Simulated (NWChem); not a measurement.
# doublet AlH+ at 6 levels

Wanted: a comparison of 6 runs (UHF/def2-TZVPPD, UB3LYP/6-31G*, UB3LYP/def2-TZVPPD, UM06-2X/def2-TZVPPD, UPBE/def2-TZVPPD, UMP2/def2-TZVPPD) of doublet AlH+. 

The results are computed with NWChem 7.3.0.

20 further runs of the same task are left out: 20 set aside as unsound or not needed. Runs told in other sessions of the task aren't counted.

## Step 1: The molecule

The species is AlH+ (2 atoms), meant as a doublet with charge +1. SMILES of the parent species: `[AlH]`. Geometry: relaxed at PBE0-D4/def2-TZVP. That shape belongs to the parent species and isn't relaxed for this state.

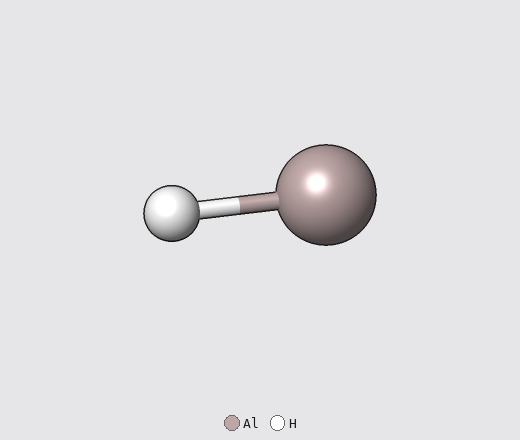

Viewed from a chosen angle; aluminium light grey, hydrogen white.

## Step 2: The energy at UHF/def2-TZVPPD (run 1)

run.py reads:

```python
from ase import Atoms
from ase.calculators.nwchem import NWChem

atoms = Atoms(['Al', 'H'], positions=[
    [-0.000000, 0.000000, -0.025640],
    [0.000000, -0.000000, 1.639110],
])

calc = NWChem(
    label='sp',
    theory='scf',
    memory='2200 mb',
    basis='def2-TZVPPD',
    basispar='spherical bse',
    charge=1,
    scf={'nopen': '1', 'uhf': None, 'thresh': '1e-08', 'maxiter': '80'},
    task='energy',
)
atoms.calc = calc

print(f"energy = {atoms.get_potential_energy():.6f} eV")
```

Command:

```console
$ export ASE_NWCHEM_COMMAND="nwchem PREFIX.nwi > PREFIX.nwo"
$ python run.py
```

The log of the run:

```text
energy = -6590.363365 eV
```

The calculator wrote sp.nwi:

```
title "sp"

permanent_dir sp

scratch_dir sp

start sp

geometry units angstrom nocenter noautosym noautoz
  Al -0.0000000000000000e+00 0.0000000000000000e+00 -2.5640000000000000e-02
  H  0.0000000000000000e+00 -0.0000000000000000e+00 1.6391100000000001e+00
end

charge 1

memory 2200 mb

basis spherical bse noprint
   * library def2-TZVPPD
end

scf
  nopen 1
  uhf
  thresh 1e-08
  maxiter 80
end

task scf energy
```

sp.nwo:

```text
Northwest Computational Chemistry Package (NWChem) 7.3.0
             --------------------------------------------------------

           Job information
           ---------------

    nwchem branch   = 7.3.0
    use scalapack   = T
    input           = sp.nwi
    prefix          = sp.
    data base       = sp/sp.db
    status          = startup
    nproc           =        1

           Memory information
           ------------------

    heap     =     72089600 doubles =      550.0 Mbytes
    stack    =     72089597 doubles =      550.0 Mbytes
    global   =    144179200 doubles =     1100.0 Mbytes (distinct from heap & stack)
    total    =    288358397 doubles =     2200.0 Mbytes
    verify   = yes
    hardfail = no

           Directory information
           ---------------------

  0 permanent = sp
  0 scratch   = sp

                                NWChem Input Module
                                -------------------

                                        sp
                                        --

[... 21 lines left out ...]
            Nuclear Dipole moment (a.u.)
[... 59 lines left out ...]
 1-e energy   =    -320.641045
[... 7 lines left out ...]
         Quadratically convergent UHF
[... 15 lines left out ...]
       Final UHF  results
[... 3 lines left out ...]
      One electron energy =   -341.254563262683
[... 1 line left out ...]
 Nuclear repulsion energy =      4.132334727134
[... 29 lines left out ...]
          Final beta eigenvalues
[... 243 lines left out ...]
                     UHF Final Beta Molecular Orbital Analysis
[... 250 lines left out ...]
   Mulliken analysis of the beta density
   -------------------------------------

    Atom       Charge   Shell Charges
 -----------   ------   -------------------------------------------------------
    1 Al  13     5.65   1.00  0.33  0.66  0.44  0.11 -0.00  1.45  1.14  0.41  0.10  0.01  0.00  0.01  0.00 -0.00  0.00
    2 H    1     0.35   0.06  0.14  0.13  0.00  0.01  0.01  0.00

   Mulliken analysis of the spin density
   -------------------------------------

    Atom       Charge   Shell Charges
 -----------   ------   -------------------------------------------------------
    1 Al  13     0.65   0.00  0.01 -0.01  0.24  0.16 -0.02  0.01 -0.00  0.00  0.21  0.04  0.00  0.01  0.00 -0.00  0.00
    2 H    1     0.35   0.08  0.23  0.07 -0.00  0.00 -0.03 -0.00

       Multipole analysis of the density wrt the origin
       ------------------------------------------------

     L   x y z        total         alpha         beta         nuclear
     -   - - -        -----         -----         ----         -------
     0   0 0 0      1.000000     -7.000000     -6.000000     14.000000

     1   1 0 0     -0.000000     -0.000000     -0.000000      0.000000
[... 8 lines of this table left out ...]
     2   0 0 2     -7.548343    -11.778432     -5.394744      9.624832

 Task  times  cpu:       10.4s     wall:       10.4s
 Total times  cpu:       10.4s     wall:       10.4s
```

Run time: 12 s. Hardware: 1 thread of Intel Xeon Platinum 8259CL at 2.50GHz (Skylake/Cascade Lake), shared host; peak memory 0.099 GiB.

## Step 3: The energy at UB3LYP/6-31G(d) (spherical functions) (run 2)

alh.nw reads:

```
start alh
memory total 2200 mb
charge 1
geometry units angstroms noautosym nocenter noautoz
  Al     0.000000     0.000000    -0.025640
  H      0.000000     0.000000     1.639110
end
basis "ao basis" spherical bse
  * library 6-31G*
end
dft
  xc b3lyp
  mult 2
  grid xfine
  convergence energy 1e-08
  iterations 100
  mulliken
  noprint "final vectors analysis"
end
task dft
```

Command:

```console
$ nwchem alh.nw > alh.out
```

The log of the run:

```text
[...]
          Wavefunction type:  spin polarized.
          No. of atoms     :     2
          No. of electrons :    13
[...]
          Charge           :     1
          Spin multiplicity:     2
[...]
          AO basis - number of functions:    20
[...]
              XC Information
              --------------
                         B3LYP Method XC Potential
                     Hartree-Fock (Exact) Exchange  0.200
                        Slater Exchange Functional  0.800 local
                    Becke 1988 Exchange Functional  0.720 non-local
              Lee-Yang-Parr Correlation Functional  0.810
                  VWN I RPA Correlation Functional  0.190 local
[...]
 d= 0,ls=0.0,diis     1   -242.6368871648 -2.47D+02  1.60D-02  1.01D-01     0.8
[...]
 d= 0,ls=0.0,diis     7   -242.6791332747 -9.00D-09  3.73D-06  4.91D-10     3.0
[...]
         Total DFT energy =     -242.679133274690
      One electron energy =     -341.184334550337
           Coulomb energy =      113.102209431194
    Exchange-Corr. energy =      -18.729342882681
 Nuclear repulsion energy =        4.132334727134
[...]
      Total Density - Mulliken Population Analysis
     ---------------------------------------------
    Atom       Charge   Shell Charges
 -----------   ------   -------------------------------------------------------
    1 Al  13    12.07   2.00  2.00  5.96  1.32  0.49  0.24  0.03  0.03
    2 H    1     0.93   0.44  0.49
[...]
      <S2> =      0.7594 (Exact =     0.7500)
[...]
```

It took 3.6 s on 1 thread of Intel Xeon Platinum 8259CL at 2.50GHz (Skylake/Cascade Lake), shared host; peak memory 0.11 GiB.

Runs 3 to 5 aren't shown in full; the table further down has their settings and results.

## Step 4: A single-point energy at UMP2/def2-TZVPPD (run 6)

alh.nw reads:

```
echo
start alh
title "AlH"
memory 2200 mb
charge 1

geometry units angstroms noautosym nocenter noautoz
 Al     0.000000     0.000000    -0.025640
 H      0.000000     0.000000     1.639110
end

basis "ao basis" spherical bse
 * library def2-TZVPPD
end

scf
 doublet
 uhf
 thresh 1e-08
 maxiter 80
 print medium
end

mp2
 freeze core 5
 tight
end

task mp2 energy
```

Command:

```console
$ nwchem alh.nw > alh.out
```

The log of the run:

```text
[...]
  functions       =    65
[...]
  wavefunction    = UHF
[...]
         Total SCF energy =   -242.191388541320
      One electron energy =   -341.254563262655
      Two electron energy =     94.930839994201
 Nuclear repulsion energy =      4.132334727134
                       Sz =      0.5000
                 Sz(Sz+1) =      0.7500
                      S^2 =      0.7853
[...]
          Total MP2 energy          -242.224501880543
[...]
```

It took 9 s on 1 thread of Intel Xeon Platinum 8259CL at 2.50GHz (Skylake/Cascade Lake), shared host; peak memory 0.11 GiB.

## Step 5: All runs side by side

| run | level | iteration cap | module | energy (Eh) | HOMO energy (eV) | LUMO energy (eV) | ⟨S²⟩ | wall time |
| --- | --- | --- | --- | --- | --- | --- | --- | --- |
| 1 | UHF/def2-TZVPPD | 80 | scf | -242.191389 | -16.92 | -6.73 | 0.785 | 12 s |
| 2 | UB3LYP/6-31G* (spherical functions) | 100 | dft | -242.679133 | – | – | 0.759 | 3.6 s |
| 3 | UB3LYP/def2-TZVPPD | 100 | dft | -242.703218 | -13.90 | -10.83 | 0.759 | 13 s |
| 4 | UM06-2X/def2-TZVPPD | 100 | dft | -242.659135 | -15.04 | -9.94 | 0.760 | 24 s |
| 5 | UPBE/def2-TZVPPD | 100 | dft | -242.539180 | -13.03 | -11.34 | 0.756 | 13 s |
| 6 | UMP2/def2-TZVPPD | 80 | mp2 | -242.224502 | -16.92 | -6.73 | 0.785 | 9 s |

## Step 6: Results

| quantity | value |
| --- | --- |
| run 6: total energy | -242.22450 Eh |
| run 6: HOMO energy (Hartree–Fock orbitals) (highest over α and β) | -16.92 eV |
| run 6: LUMO energy (Hartree–Fock orbitals) (lowest over α and β) | -6.73 eV |
| run 6: correlation energy (5 core orbitals frozen) | -33.1 mEh |
| run 6: ⟨S²⟩ of the reference determinant | 0.785 |

**Reading.** Totals of different functionals can't be ranked against each other. All runs together took 75 s, the longest 24 s.
